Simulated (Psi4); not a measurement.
# SiH2F2 (SiF2H2) at BLYP/def2-TZVP

Aim: the energy change on altering one bond length of SiH2F2 (SiF2H2) at BLYP/def2-TZVP, from 2 runs. The job is set up through a Python script.

The calculation is run with Psi4 1.11.

2 further runs of the same task are left out: 2 set aside as unsound or not needed.

### 1 The molecule

The species is SiH2F2 (5 atoms), meant as a singlet with charge 0. SMILES: `[H][Si]([H])(F)F`. The coordinates come from a GFN2-xTB relaxation.

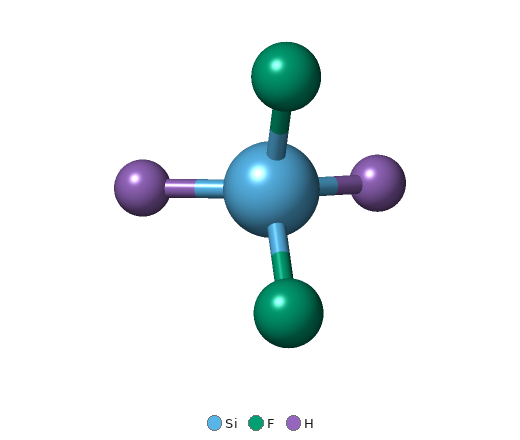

Viewed from a chosen angle; silicon blue, fluorine teal, hydrogen purple.

### 2 Energy and gradient at BLYP/def2-TZVP

Contents of calc.py:

```python
import psi4

psi4.set_memory(1600000000)
psi4.set_num_threads(1)
psi4.core.set_output_file('f2h2si.out', False)

molecule = psi4.geometry("""
0 1
Si    -0.091360     0.000560    -0.064290
F      0.009240    -0.018840     1.526500
F      1.436020     0.010630    -0.519740
H     -0.680140     1.257800    -0.455540
H     -0.673740    -1.250150    -0.486920
units angstrom
symmetry c1
""")

psi4.set_options({
    'basis': 'def2-TZVP',
    'reference': 'rks',
    'puream': True,
    'e_convergence': 1e-09,
    'd_convergence': 1e-08,
    'scf_type': 'pk',
    'dft_radial_points': 99,
    'dft_spherical_points': 590,
})

e_tot, wfn = psi4.gradient('blyp', return_wfn=True)
psi4.oeprop(wfn, 'QUADRUPOLE', 'LOWDIN_CHARGES', 'MAYER_INDICES')
print('gradient / Eh bohr^-1')
print(e_tot.np.round(6))
print(f'energy = {wfn.energy():.10f} Eh')
```

On the command line:

```
python calc.py
```

f2h2si.out:

```text
[...]
  Running in c1 symmetry.
[...]
  Nuclear repulsion =  119.076698466433129
[...]
  Multiplicity = 1
[...]
  Nalpha       = 17
  Nbeta        = 17
[...]
    Number of basis functions: 111
[...]
   @RKS iter   1:  -490.45496000864046   -2.82761e-01   6.03528e-03 ADIIS/DIIS
[...]
   @RKS iter  10:  -490.58717267060354   -7.27596e-12   7.54349e-09 DIIS
[...]
    Orbital Energies [Eh]
    ---------------------
    Doubly Occupied:
       1A    -65.527373     2A    -24.283410     3A    -24.283245
       4A     -5.109707     5A     -3.529659     6A     -3.527665
       7A     -3.524471     8A     -1.098051     9A     -1.078237
      10A     -0.517759    11A     -0.433579    12A     -0.420706
      13A     -0.416465    14A     -0.372015    15A     -0.367665
      16A     -0.359248    17A     -0.312533
[...]
  @RKS Final Energy:  -490.58717267060354
   => Energetics <=
    Nuclear Repulsion Energy =            119.0766984664331289
    One-Electron Energy =                -918.4505374183415825
    Two-Electron Energy =                 351.4857366842751389
    DFT Exchange-Correlation Energy =     -42.6990704029701504
    Empirical Dispersion Energy =           0.0000000000000000
    VV10 Nonlocal Energy =                  0.0000000000000000
    Total Energy =                       -490.5871726706035361
[...]
  -Total Gradient:
     Atom            X                  Y                   Z
    ------   -----------------  -----------------  -----------------
       1       -0.013651669489     0.000249234315    -0.009762234090
       2        0.006200440662     0.000201843101    -0.013894268283
       3       -0.010953830074    -0.000144538678     0.010703168976
       4        0.009356020128    -0.009324943291     0.006447677790
       5        0.009189243772     0.009016993728     0.006603343063
[...]
 Multipole Moments:
 ------------------------------------------------------------------------------------
     Multipole            Electronic (a.u.)      Nuclear  (a.u.)        Total (a.u.)
 ------------------------------------------------------------------------------------
 L = 1.  Multiply by 2.5417464519 to convert [e a0] to [Debye]
 Dipole X            :          2.0513835           -2.6380780           -0.5866945
 Dipole Y            :         -0.0115671            0.0149484            0.0033813
 Dipole Z            :          1.4264943           -1.8370770           -0.4105827
 Magnitude           :                                                    0.7161006
 L = 2.  Multiply by 1.3450342976 to convert [e a0^2] to [Debye ang]
 Quadrupole XX       :        -76.6671728           58.8700418          -17.7971310
 Quadrupole XY       :         -0.5134566            0.4977772           -0.0156794
[...]
```

The script printed:

```text
gradient / Eh bohr^-1
[[-0.013652  0.000249 -0.009762]
 [ 0.0062    0.000202 -0.013894]
 [-0.010954 -0.000145  0.010703]
 [ 0.009356 -0.009325  0.006448]
 [ 0.009189  0.009017  0.006603]]
energy = -490.5871726706 Eh
```

It took 15 s on 1 thread of Intel Xeon 6975P-C (Granite Rapids), shared host; peak memory 0.63 GiB.

### 3 The distorted shape: the energy at BLYP/def2-TZVP

Contents of f2h2si.py:

```python
import psi4

psi4.set_memory('1600 MB')
psi4.set_num_threads(1)
psi4.core.set_output_file('output.dat', False)

molecule = psi4.geometry("""
Si     0.615183    -1.508143     0.405215
F      0.715783    -1.527543     1.996005
F      2.142563    -1.498073    -0.050235
H     -0.680140     1.257800    -0.455540
H      0.032803    -2.758853    -0.017415
symmetry c1
no_reorient
no_com
""")

options = {'basis': 'def2-TZVP', 'reference': 'rks', 'puream': True, 'e_convergence': 1e-09, 'd_convergence': 1e-08, 'scf_type': 'pk', 'dft_radial_points': 99, 'dft_spherical_points': 590}
psi4.set_options(options)

E, wfn = psi4.energy("BLYP", molecule=molecule, return_wfn=True)
psi4.oeprop(wfn, "QUADRUPOLE", "MAYER_INDICES", "LOWDIN_CHARGES")
print(f'BLYP energy: {E:.10f} Eh')
for k, v in sorted(psi4.core.scalar_variables().items()):
    print(f'{k:45s} {v:18.10f}')
```

On the command line:

```
python f2h2si.py
```

output.dat:

```text
[...]
  Running in c1 symmetry.
[...]
  Nuclear repulsion =  114.718142296821725
[...]
  Multiplicity = 1
[...]
  Nalpha       = 17
  Nbeta        = 17
[...]
    Number of basis functions: 111
[...]
   @RKS iter   1:  -490.23704548659089   -2.24440e-01   6.53193e-03 DIIS/ADIIS
[...]
   @RKS iter  23:  -490.43739832162589   -2.33058e-12   6.82059e-10 DIIS
[...]
    Orbital Energies [Eh]
    ---------------------
    Doubly Occupied:
       1A    -65.576879     2A    -24.313867     3A    -24.313749
       4A     -5.154333     5A     -3.573315     6A     -3.573167
       7A     -3.570319     8A     -1.125376     9A     -1.105539
      10A     -0.534141    11A     -0.460542    12A     -0.445791
      13A     -0.427917    14A     -0.398548    15A     -0.384647
      16A     -0.379827    17A     -0.228418
[...]
  @RKS Final Energy:  -490.43739832162589
   => Energetics <=
    Nuclear Repulsion Energy =            114.7181422968217248
    One-Electron Energy =                -908.7542402722024235
    Two-Electron Energy =                 346.1086323242050184
    DFT Exchange-Correlation Energy =     -42.5099326704501905
    Empirical Dispersion Energy =           0.0000000000000000
    VV10 Nonlocal Energy =                  0.0000000000000000
    Total Energy =                       -490.4373983216258921
[...]
 Multipole Moments:
 ------------------------------------------------------------------------------------
     Multipole            Electronic (a.u.)      Nuclear  (a.u.)        Total (a.u.)
 ------------------------------------------------------------------------------------
 L = 1.  Multiply by 2.5417464519 to convert [e a0] to [Debye]
 Dipole X            :        -63.8523548           63.6655138           -0.1868410
 Dipole Y            :         93.4384832          -94.1945307           -0.7560474
 Dipole Z            :        -43.0621441           42.9194314           -0.1427127
 Magnitude           :                                                    0.7917602
 L = 2.  Multiply by 1.3450342976 to convert [e a0^2] to [Debye ang]
 Quadrupole XX       :       -204.8831392          184.5821338          -20.3010054
 Quadrupole XY       :        189.1845018         -188.0626288            1.1218730
[...]
```

The script printed:

```text
BLYP energy: -490.4373983216 Eh
CURRENT ENERGY                                   -490.4373983216
CURRENT REFERENCE ENERGY                         -490.4373983216
DD SOLVATION ENERGY                                 0.0000000000
DFT FUNCTIONAL TOTAL ENERGY                      -490.4373983216
DFT TOTAL ENERGY                                 -490.4373983216
DFT VV10 ENERGY                                     0.0000000000
DFT XC ENERGY                                     -42.5099326705
GRID ELECTRONS ALPHA                               17.0000000877
GRID ELECTRONS BETA                                17.0000000877
GRID ELECTRONS TOTAL                               34.0000001753
NUCLEAR REPULSION ENERGY                          114.7181422968
ONE-ELECTRON ENERGY                              -908.7542402722
PCM POLARIZATION ENERGY                             0.0000000000
PE ENERGY                                           0.0000000000
SCF ITERATION ENERGY                             -490.4373983216
SCF ITERATIONS                                     23.0000000000
SCF TOTAL ENERGY                                 -490.4373983216
TWO-ELECTRON ENERGY                               346.1086323242
XC GRID RADIAL POINTS                              99.0000000000
XC GRID SPHERICAL POINTS                          590.0000000000
XC GRID TOTAL POINTS                           282521.0000000000
```

It took 15 s on 1 thread of Intel Xeon 6975P-C (Granite Rapids), shared host; peak memory 0.62 GiB.

### 4 Summary of results

Level: BLYP/def2-TZVP.

| quantity | value |
| --- | --- |
| first shape: total energy | -490.58717 Eh |
| first shape: dipole moment | 1.82 D |
| first shape: HOMO energy | -8.50 eV |
| first shape: LUMO energy | -0.72 eV |
| first shape: HOMO–LUMO gap | 7.78 eV |
| first shape: largest force on an atom | 0.863 eV/Å |
| distorted shape: total energy | -490.43740 Eh |
| distorted shape: dipole moment | 2.01 D |
| distorted shape: HOMO energy | -6.22 eV |
| distorted shape: LUMO energy | -4.72 eV |
| distorted shape: HOMO–LUMO gap | 1.50 eV |
| energy change with the Si1–H4 bond stretched from 1.442 to 3.173 Å | 4.076 eV |

In words: One bond (distorted shape) is far stretched, which a spin-restricted single reference describes badly; a broken-symmetry solution may lie lower. With the Si1–H4 bond stretched from 1.442 to 3.173 Å the energy rises by 4.08 eV (94 kcal/mol). The first shape isn't relaxed at this level, so the change isn't measured from a minimum. A restricted reference can't describe the breaking bond well at this length. The largest force (first shape) is 0.86 eV/Å: the shape isn't a stationary point for this species at this level.
